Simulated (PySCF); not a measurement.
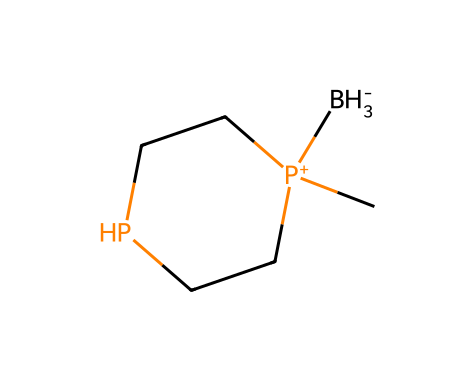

Computed geometry: GFN2-xTB optimisation. No frequency run is at hand to confirm it as a minimum. Properties computed with PBE0/pcSseg-1, gas phase (PySCF 2.14.0).

Estimate the HOMO energy (Kohn–Sham orbital).

Answer. −7.38 eV.

What is the dipole moment?

Answer. 5.46 D.

Give the HOMO–LUMO gap at this level.

Answer. 7.59 eV.

The geometry is semi-empirical. Around B, P such bond lengths and angles can be off by a tenth of an ångström or more and by several degrees, and values that hang on the shape move with them.
